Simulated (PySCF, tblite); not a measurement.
**C₂H₁₁B₂NP₂: geometry, infrared bands and NMR shifts**

Aim: predict the infrared bands and NMR shifts of C₂H₁₁B₂NP₂ (`CBNCB(P)P`).

Computed with tblite 0.8.0 and PySCF 2.14.0, with density-fitted response routines of our own, on a single molecule in the gas phase. Atoms are numbered from 0 throughout.

## 1. The molecule as given

18 atoms, charge 0, multiplicity 1; geometry from: force field or distance geometry start.

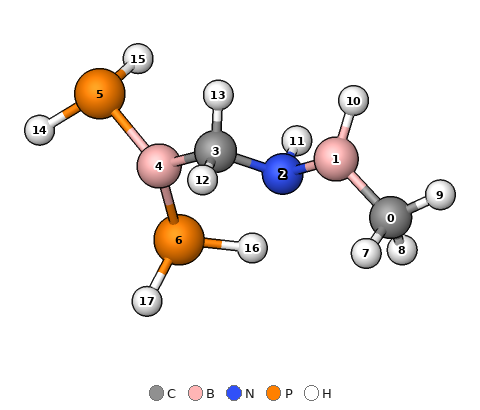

As it starts; carbon grey, boron pink, nitrogen blue, phosphorus orange, hydrogen white, atoms numbered.

## 2. Geometry optimisation with GFN2-xTB

The job: settings as JSON, then the geometry in Å.

```
{"job": {"kind": "relax", "xc": "GFN2-xTB", "basis": "xTB"}, "charge": 0, "multiplicity": 1}
C     -3.146700     0.467400     0.030200
B     -1.958900    -0.547300     0.179300
N     -0.585400    -0.079300    -0.349400
C      0.425100    -0.452900     0.602200
B      1.848700     0.009700     0.100500
P      3.319100    -1.224600    -0.076100
P      1.895300     1.511500    -1.130400
H     -3.125000     1.120400     0.946500
H     -3.035800     1.152000    -0.819000
H     -4.127000    -0.077000    -0.061900
H     -2.191900    -1.704400     0.090900
H     -0.421400    -0.663700    -1.205600
H      0.178800     0.022200     1.589300
H      0.397800    -1.558200     0.727800
H      4.533800    -0.383400    -0.051700
H      3.184300    -1.854900    -1.374900
H      0.717600     1.583000    -1.961200
H      2.082700     2.685600    -0.307200
```

The run is started by

```
> OMP_NUM_THREADS=1 python probes_run.py task.json out
```

The driver reads the jobs from task.json and runs them one after another.

**Question.** This job is followed by: GFN2-xTB harmonic vibrations, gas phase; GIAO PBE0/pcSseg-1 NMR shielding, non-relativistic, gas phase. Predict these results of the whole session: strongest single infrared mode (GFN2-xTB); zero-point energy (GFN2-xTB); ¹³C shifts against TMS (PBE0/pcSseg-1); ¹H shifts against TMS (PBE0/pcSseg-1, means over atoms taken as alike); ¹¹B shifts against BF3·OEt2 (PBE0/pcSseg-1); ¹⁵N shifts against NH3 (PBE0/pcSseg-1); ³¹P shifts against H3PO4 (PBE0/pcSseg-1, means over atoms taken as alike).

**Answer**, as computed:

```
                                                                 quantity                             value
                                strongest single infrared mode (GFN2-xTB)             1479 cm⁻¹, 261 km/mol
                                             zero-point energy (GFN2-xTB)                     82.7 kcal/mol
                                   ¹³C shifts against TMS (PBE0/pcSseg-1)                     56.8, 6.2 ppm
   ¹H shifts against TMS (PBE0/pcSseg-1, means over atoms taken as alike)  4.90, 4.34, 4.01, 2.76, 0.33 ppm
                              ¹¹B shifts against BF3·OEt2 (PBE0/pcSseg-1)                   103.2, 39.3 ppm
                                   ¹⁵N shifts against NH3 (PBE0/pcSseg-1)                         142.8 ppm
³¹P shifts against H3PO4 (PBE0/pcSseg-1, means over atoms taken as alike)                        -205.5 ppm
```

Relaxing lowered the energy by 3.321 eV in 188 steps; the close pair that moved most is B1–N2, from 1.544 to 1.380 Å. All 48 modes are real, so the xTB geometry is a minimum. The strongest single mode, at 1479 cm⁻¹, is carried by N2, B1, H11. Unscaled tight-binding wavenumbers are off by several per cent, some by more. Its intensities can rank the bands wrongly. At PBE0/pcSseg-1: The largest span, 212 ppm, is at B4, where the paramagnetic term is -201 ppm.
